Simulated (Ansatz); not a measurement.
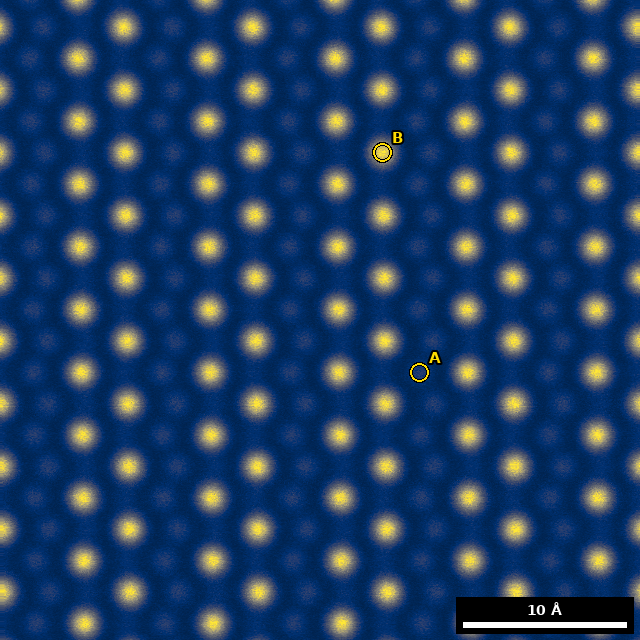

Z-contrast image of EuTiP (P4/nmm, No. 129) along [100]. Simulation: incoherent imaging, intensity Z^1.8 per atom, probe width 1.30 Å, thin sample. Shot noise and a slight drift were added. Structure used: coordinates from a relaxation (final pressure about 25 GPa) with DFT, PAW plane waves, pbe+U in Ansatz 0.2.0; the starting structure was generated, so it need not be a known form of this composition.

```cif
data_structure
_symmetry_space_group_name_H-M 'P4/nmm:1'
_symmetry_Int_Tables_number 129
_cell_length_a 3.8571
_cell_length_b 3.8571
_cell_length_c 7.9118
_cell_angle_alpha 90.000
_cell_angle_beta 90.000
_cell_angle_gamma 90.000
_cell_volume 117.71
loop_
_atom_site_label
_atom_site_type_symbol
_atom_site_symmetry_multiplicity
_atom_site_Wyckoff_symbol
_atom_site_fract_x
_atom_site_fract_y
_atom_site_fract_z
_atom_site_occupancy
Eu1 Eu 2 c 0.50000 0.00000 0.67848 1
Ti1 Ti 2 c 0.50000 0.00000 0.05294 1
P1 P 2 c 0.50000 0.00000 0.34729 1
```

Assign the marked columns.

Answer. A: Ti (1 Ti per 3.86 Å along the beam; about 15 % of the brightest peak). B: Eu (1 Eu per 3.86 Å along the beam; the brightest kind). Brightness is counted from the darkest point of the image.
